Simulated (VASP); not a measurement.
# Adsorption sites of OH on Cu(111), part 2 of 8

Where does OH sit on Cu(111), and how strongly does it bind?

VASP 6.6.1, plane waves and PAW; the level of theory is named at each step.

So far. Step 3 (The bulk reference, job self-consistent run, k-mesh …): The run ends at a pressure of -0.70 GPa.

## Step 4: Relaxing the slab

Level of this step: PBE; plane waves and PAW (Cu) (VASP).

System of this step: Cu(111). The cell holds 12 atoms: 12 Cu. Cell: a = 5.142 Å, b = 5.142 Å, c = 19.198 Å, α = 90.0°, β = 90.0°, γ = 60.0°. It derives from Cu. 3 layers of fcc Cu, cut at this functional's lattice. Vacuum lies along c.

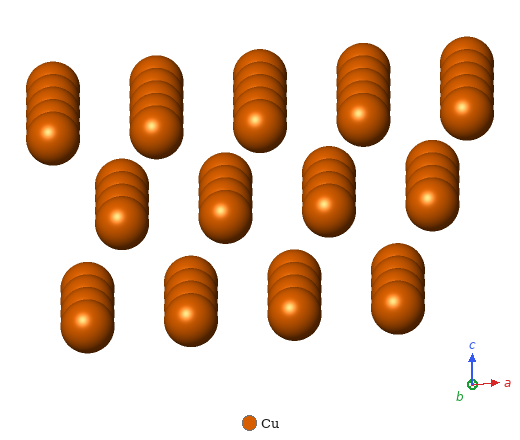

The cell of this step (copper orange). 2×2×1 cells are drawn. Some periodic images of atoms are drawn too.

The free atoms relax, while those held by selective dynamics keep their cut positions.

The input, INCAR:

```
SYSTEM = Cu
PREC = Normal
ENCUT = 440
EDIFF = 1E-05
NELM = 120
ISMEAR = 1
SIGMA = 0.15
LREAL = .FALSE.
ALGO = Fast
GGA = PE
NBANDS = 81
LASPH = .TRUE.
LORBIT = 11
LWAVE = .FALSE.
LCHARG = .FALSE.
KPAR = 4
IBRION = 2
NSW = 40
ISIF = 2
EDIFFG = -0.03
POTIM = 0.4
MAXMIX = 40
IDIPOL = 3
LDIPOL = .TRUE.
DIPOL = 0.5 0.5 0.5
```

The input, POSCAR:

```
Cu
1.0
    5.1420389754      0.0000000000      0.0000000000
    2.5710194877      4.4531363799      0.0000000000
    0.0000000000      0.0000000000     19.1984572424
Cu
12
Selective dynamics
Direct
    0.1666666700      0.1666666700      0.3906563900  F F F
    0.6666666700      0.1666666700      0.3906563900  F F F
    0.1666666700      0.6666666700      0.3906563900  F F F
    0.6666666700      0.6666666700      0.3906563900  F F F
    0.8333333300      0.3333333300      0.5000000000  T T T
    0.3333333300      0.3333333300      0.5000000000  T T T
    0.8333333300      0.8333333300      0.5000000000  T T T
    0.3333333300      0.8333333300      0.5000000000  T T T
    0.0000000000      0.0000000000      0.6093436100  T T T
    0.5000000000      0.0000000000      0.6093436100  T T T
    0.0000000000      0.5000000000      0.6093436100  T T T
    0.5000000000      0.5000000000      0.6093436100  T T T
```

The input, KPOINTS:

```
Automatic mesh
0
Gamma
6 6 1
0 0 0
```

Potentials, in the order of the species: Cu (PBE family, release 64).

Command:

```
$ mpirun -np 4 vasp_std
```

Log:

```text
[banner, memory and clock lines left out]
running    4 mpi-ranks, on    1 nodes
 distrk:  each k-point on    1 cores,    4 groups
 distr:  one band on    1 cores,    1 groups

 POSCAR found type information on POSCAR Cu
 POSCAR found :  1 types and      12 ions
 LDA part: xc-table for (Slater+PW92), standard interpolation
 POSCAR, INCAR and KPOINTS ok, starting setup
 FFT: planning ... GRIDC
 FFT: planning ... GRID_SOFT
 FFT: planning ... GRID
 WAVECAR not read
 entering main loop
       N       E                     dE             d eps       ncg     rms          rms(c)
DAV:   1     0.114241719125E+04    0.11424E+04   -0.50897E+04  1134   0.174E+03
DAV:   2     0.772233526685E+02   -0.10652E+04   -0.10284E+04  1134   0.398E+02
DAV:   3    -0.449282501922E+02   -0.12215E+03   -0.11292E+03  1212   0.190E+02
DAV:   4    -0.501760191538E+02   -0.52478E+01   -0.51933E+01  1250   0.524E+01
DAV:   5    -0.503196279738E+02   -0.14361E+00   -0.14342E+00  1379   0.677E+00    0.255E+01
RMM:   6    -0.455829333124E+02    0.47367E+01   -0.11642E+02  1138   0.998E+01    0.151E+01
RMM:   7    -0.408270274360E+02    0.47559E+01   -0.26014E+01  1135   0.515E+01    0.175E+00
RMM:   8    -0.408527878113E+02   -0.25760E-01   -0.15584E+00  1185   0.665E+00    0.123E+00
RMM:   9    -0.408582857093E+02   -0.54979E-02   -0.34234E-01  1190   0.282E+00    0.576E-01
RMM:  10    -0.408570881831E+02    0.11975E-02   -0.96575E-02  1175   0.219E+00    0.306E-01
RMM:  11    -0.408545176535E+02    0.25705E-02   -0.27698E-02  1214   0.108E+00    0.282E-01
RMM:  12    -0.408536718506E+02    0.84580E-03   -0.10241E-02  1157   0.702E-01    0.204E-01
RMM:  13    -0.408521652259E+02    0.15066E-02   -0.58943E-03  1163   0.486E-01    0.203E-01
RMM:  14    -0.408515637909E+02    0.60144E-03   -0.63993E-03  1142   0.724E-01    0.123E-01
RMM:  15    -0.408518330593E+02   -0.26927E-03   -0.14846E-03  1180   0.245E-01    0.534E-02
RMM:  16    -0.408521428258E+02   -0.30977E-03   -0.54411E-04  1269   0.111E-01    0.254E-02
RMM:  17    -0.408523503896E+02   -0.20756E-03   -0.27070E-04  1143   0.121E-01    0.302E-02
RMM:  18    -0.408524548893E+02   -0.10450E-03   -0.10688E-04  1065   0.658E-02    0.176E-02
RMM:  19    -0.408525062774E+02   -0.51388E-04   -0.44637E-05   865   0.470E-02    0.394E-03
RMM:  20    -0.408525923154E+02   -0.86038E-04   -0.23248E-05   703   0.262E-02    0.690E-03
RMM:  21    -0.408526487570E+02   -0.56442E-04   -0.16707E-05   666   0.361E-02    0.759E-03
RMM:  22    -0.408526800028E+02   -0.31246E-04   -0.77093E-06   657   0.224E-02    0.123E-03
RMM:  23    -0.408526862930E+02   -0.62902E-05   -0.15326E-06   605   0.651E-03
   1 F= -.40852686E+02 E0= -.40834773E+02  d E =-.408527E+02
 curvature:   0.00 expect dE= 0.000E+00 dE for cont linesearch  0.000E+00
 trial: gam= 0.00000 g(F)=  0.179E-02 g(S)=  0.000E+00 ort = 0.000E+00 (trialstep = 0.100E+01)
 search vector abs. value=  0.179E-02
 bond charge predicted
       N       E                     dE             d eps       ncg     rms          rms(c)
DAV:   1    -0.408537841601E+02   -0.11042E-02   -0.39642E-01  1250   0.231E+00    0.429E-02
RMM:   2    -0.408542950946E+02   -0.51093E-03   -0.51937E-03  1146   0.571E-01    0.941E-02
RMM:   3    -0.408544066954E+02   -0.11160E-03   -0.24018E-03  1343   0.316E-01    0.363E-02
RMM:   4    -0.408544409861E+02   -0.34291E-04   -0.50202E-04  1248   0.104E-01    0.431E-02
RMM:   5    -0.408544414812E+02   -0.49513E-06   -0.68196E-05   969   0.523E-02
   2 F= -.40854441E+02 E0= -.40836511E+02  d E =-.175519E-02
[...]
3 F= -.40858197E+02 E0= -.40840209E+02  d E =-.551119E-02
[...]
4 F= -.40860362E+02 E0= -.40842538E+02  d E =-.767536E-02
[...]
5 F= -.40860081E+02 E0= -.40842194E+02  d E =-.739506E-02
[...]
6 F= -.40861724E+02 E0= -.40843892E+02  d E =-.164226E-02
[...]
7 F= -.40865497E+02 E0= -.40847907E+02  d E =-.541543E-02
 curvature:  -5.67 expect dE=-0.610E-02 dE for cont linesearch -0.169E-02
 ZBRENT: increasing intervall
 opt :   7.9474  next Energy=   -40.868199 (dE=-0.812E-02)
 bond charge predicted
       N       E                     dE             d eps       ncg     rms          rms(c)
DAV:   1    -0.408219301397E+02    0.43575E-01   -0.27390E+01  1188   0.198E+01    0.382E-01
RMM:   2    -0.408510259469E+02   -0.29096E-01   -0.29634E-01  1158   0.420E+00    0.274E-01
RMM:   3    -0.408664997728E+02   -0.15474E-01   -0.16014E-01  1475   0.219E+00    0.885E-02
RMM:   4    -0.408679001205E+02   -0.14003E-02   -0.14261E-02  1298   0.554E-01    0.530E-02
RMM:   5    -0.408680705046E+02   -0.17038E-03   -0.13781E-03  1533   0.179E-01    0.860E-02
RMM:   6    -0.408680693617E+02    0.11429E-05   -0.45713E-05   835   0.295E-02
   8 F= -.40868069E+02 E0= -.40851233E+02  d E =-.798801E-02
 curvature:  -9.06 expect dE=-0.313E-03 dE for cont linesearch -0.387E-04
 trial: gam=-0.04999 g(F)=  0.345E-04 g(S)=  0.000E+00 ort =-0.153E-03 (trialstep = 0.223E+01)
 search vector abs. value=  0.636E-04
 reached required accuracy - stopping structural energy minimisation
```

The job ended after 2.4 min (4 MPI ranks of Intel Xeon 6975P-C (Granite Rapids), shared host; peak memory 1.5 GiB).

From OUTCAR (step 4):

```text
  LATTYP: Found a hexagonal cell.
 ALAT       =     5.1420389754
 C/A-ratio  =     3.7336273285

 Subroutine GETGRP returns: Found 12 space group operations
 (whereof  6 operations were pure point group operations)

The static configuration has the point symmetry C_3v.
 The point group associated with its full space group is D_3d.

 Found      7 irreducible k-points:

   k-points           NKPTS =      7   k-points in BZ     NKDIM =      7   number of bands    NBANDS=     81

   dimension x,y,z NGX =    28 NGY =   28 NGZ =  100
   dimension x,y,z NGXF=    56 NGYF=   56 NGZF=  200

   ENCUT  =  440.0 eV  32.34 Ry    5.69 a.u.   8.79  8.79 32.84*2*pi/ulx,y,z

   NELECT =     132.0000    total number of electrons

 dipolmoment           0.000000      0.000000      0.000340 electrons x Angstroem

 E-fermi :  -0.6957

 k-point     1 :       0.0000    0.0000    0.0000
  band No.  band energies     occupation
    ...
     60      -2.0187      2.00000
     61      -2.0042      2.00000
     62      -2.0042      2.00000
     63      -2.0042      2.00000
     64      -0.6732      0.74903
     65      -0.6283      0.31776
     66      -0.6283      0.31776
     67      -0.6282      0.31755
     68       0.4744     -0.00000
     69       0.4744     -0.00000
    ...

 k-point     2 :       0.1667    0.0000    0.0000
  band No.  band energies     occupation
    ...
     63      -1.7721      2.00000
     64      -1.7490      2.00000
     65      -0.6871      0.90333
     66      -0.6871      0.90315
     67      -0.6805      0.82915
     68      -0.1861     -0.00002
     69       0.3984     -0.00000
     70       0.3984     -0.00000
     71       1.6725     -0.00000
     72       1.6725     -0.00000
    ...

  Total       -4.1722018     -4.1722018     -0.5871101      0.0000000      0.0000000     -0.0000000
  in kB      -15.2057624    -15.2057624     -2.1397471      0.0000000      0.0000000     -0.0000000
  external PRESSURE =     -10.8504240 kB  Pullay stress =       0.0000000 kB

  energy-cutoff  :      440.00
  volume of cell :      439.61
      direct lattice vectors                 reciprocal lattice vectors
     5.142038975  0.000000000  0.000000000     0.194475383 -0.112280415  0.000000000
     2.571019488  4.453136380  0.000000000     0.000000000  0.224560830  0.000000000
     0.000000000  0.000000000 19.198457242     0.000000000  0.000000000  0.052087519

 POSITION                                       TOTAL-FORCE (eV/Angst)
 -----------------------------------------------------------------------------------
      1.28551      0.74219      7.50000         0.000000     -0.000000     -0.006131
      3.85653      0.74219      7.50000        -0.000000     -0.000000     -0.006131
      2.57102      2.96876      7.50000        -0.000000     -0.000000     -0.006131
      5.14204      2.96876      7.50000         0.000000      0.000000     -0.006131
      5.14204      1.48438      9.56090         0.000000      0.000000     -0.007057
      2.57102      1.48438      9.56090         0.000000     -0.000000     -0.007057
      6.42755      3.71095      9.56090         0.000000      0.000000     -0.007057
      3.85653      3.71095      9.56090         0.000000     -0.000000     -0.007057
      0.00000      0.00000     11.62094        -0.000000     -0.000000      0.013189
      2.57102      0.00000     11.62094        -0.000000      0.000000      0.013189
      1.28551      2.22657     11.62094        -0.000000     -0.000000      0.013189
      3.85653      2.22657     11.62094        -0.000000      0.000000      0.013189
 -----------------------------------------------------------------------------------
    total drift:                                0.000009      0.000005      0.000170

  FREE ENERGIE OF THE ION-ELECTRON SYSTEM (eV)
  ---------------------------------------------------
  free  energy   TOTEN  =       -40.8680693617 eV

  energy  without entropy=      -40.8175614458  energy(sigma->0) =      -40.85123339

 vacuum level on the upper side and lower side of the slab         3.938         3.922

 total charge
# of ion       s       p       d       tot
------------------------------------------
    1        0.452   0.290   9.184   9.926
    2        0.452   0.290   9.184   9.926
    3        0.452   0.290   9.184   9.926
    4        0.452   0.290   9.184   9.926
    5        0.438   0.370   9.188   9.996
    6        0.438   0.370   9.188   9.996
    7        0.438   0.370   9.188   9.996
    8        0.438   0.370   9.188   9.996
    9        0.452   0.290   9.184   9.925
   10        0.452   0.290   9.184   9.925
   11        0.452   0.290   9.184   9.925
   12        0.452   0.290   9.184   9.925
--------------------------------------------------
tot          5.365   3.800 110.224 119.390

[... 1 part as in an earlier step ...]

[... 7 further parts left out ...]
```

CONTCAR:

```
Cu
   1.00000000000000
     5.1420389754000002    0.0000000000000000    0.0000000000000000
     2.5710194877000001    4.4531363799000001    0.0000000000000000
     0.0000000000000000    0.0000000000000000   19.1984572424000000
  Cu
    12
Selective dynamics
Direct
     0.1666666699999979    0.1666666699999979    0.3906563899999966   F   F   F
     0.6666666699999979    0.1666666699999979    0.3906563899999966   F   F   F
     0.1666666699999979    0.6666666699999979    0.3906563899999966   F   F   F
     0.6666666699999979    0.6666666699999979    0.3906563899999966   F   F   F
     0.8333333300000021    0.3333333300000021    0.4980034560781054   T   T   T
     0.3333333300000021    0.3333333300000021    0.4980034560781054   T   T   T
     0.8333333300000021    0.8333333300000021    0.4980034560781054   T   T   T
     0.3333333300000021    0.8333333300000021    0.4980034560781054   T   T   T
     0.0000000000000000    0.0000000000000000    0.6053060315154322   T   T   T
     0.5000000000000000    0.0000000000000000    0.6053060315154322   T   T   T
     0.0000000000000000    0.5000000000000000    0.6053060315154322   T   T   T
     0.5000000000000000    0.5000000000000000    0.6053060315154322   T   T   T
```

The run keeps the 6 symmetry operations of its start, so it cannot find a distortion of lower symmetry.

Step by step:

```csv
step,energy less that of the first step (eV),largest force (eV/Å)
1,0.0000,0.1077
2,-0.0018,0.0861
3,-0.0055,0.0569
4,-0.0077,0.1480
5,-0.0074,0.1235
6,-0.0090,0.1139
7,-0.0128,0.0823
8,-0.0154,0.0132
```

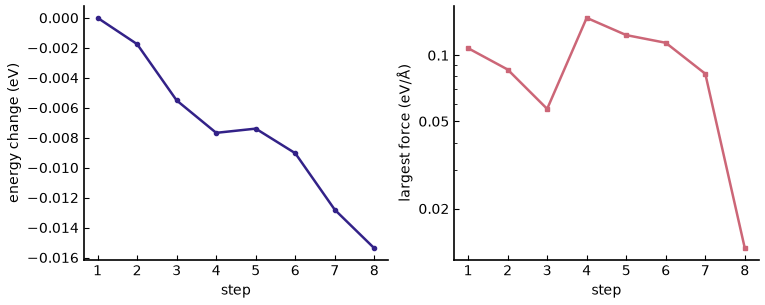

Energy and largest force along the relaxation.

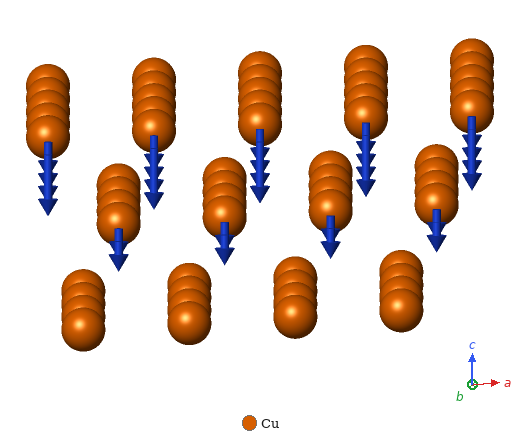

Displacements in the relaxation, exaggerated; the longest in the cell stands for 0.08 Å. 2×2×1 cells are drawn. Some periodic images of atoms are drawn too.

The atoms that moved most (Å):

```
atom     dx     dy      dz  length
Cu12  0.000  0.000  -0.078   0.078
Cu11  0.000  0.000  -0.078   0.078
Cu10  0.000  0.000  -0.078   0.078
 Cu9  0.000  0.000  -0.078   0.078
 Cu8  0.000  0.000  -0.038   0.038
 Cu7  0.000  0.000  -0.038   0.038
 Cu6  0.000  0.000  -0.038   0.038
 Cu5  0.000  0.000  -0.038   0.038
```

The relaxed structure:

```cif
data_structure
_symmetry_space_group_name_H-M 'P 1'
_symmetry_Int_Tables_number 1
_cell_length_a 5.1420
_cell_length_b 5.1420
_cell_length_c 19.1985
_cell_angle_alpha 90.000
_cell_angle_beta 90.000
_cell_angle_gamma 60.000
_cell_volume 439.61
loop_
_atom_site_label
_atom_site_type_symbol
_atom_site_fract_x
_atom_site_fract_y
_atom_site_fract_z
_atom_site_occupancy
Cu1 Cu 0.16667 0.16667 0.39066 1
Cu2 Cu 0.66667 0.16667 0.39066 1
Cu3 Cu 0.16667 0.66667 0.39066 1
Cu4 Cu 0.66667 0.66667 0.39066 1
Cu5 Cu 0.83333 0.33333 0.49800 1
Cu6 Cu 0.33333 0.33333 0.49800 1
Cu7 Cu 0.83333 0.83333 0.49800 1
Cu8 Cu 0.33333 0.83333 0.49800 1
Cu9 Cu 0.00000 0.00000 0.60531 1
Cu10 Cu 0.50000 0.00000 0.60531 1
Cu11 Cu 0.00000 0.50000 0.60531 1
Cu12 Cu 0.50000 0.50000 0.60531 1
```

Numbers from this step:

```yaml
electronic_cycles: 75
electrons: 132
free_energy_toten: -40.87 eV
energy_at_zero_smearing: -40.85 eV
fermi_energy: -0.6957 eV
dipole_moment: 0, 0, 3.40e-4 e·Å
```

The run ended after 8 ionic steps, 0.015 eV below its first step, once the forces on the free atoms met EDIFFG = -0.03.

[end of part 2 of 8]

[Lines on the potential files, build, host, timing and source positions are cut from VASP's logs without a mark.]

[Logs are printed without paths, hosts, clocks, repeated set-up lines and the standing remarks that a program may print on its own settings, such as how far it seeks lower states.]

[Hosts, paths, dates, database ids (printed as entryN), source tags and the programs' standing remarks are cut or masked in the printed files.]

[Runs that stopped without an error message from VASP are left out.]

[In band tables of VASP the shares of atoms and orbitals are scaled to a sum of 1 inside the atoms' spheres.]
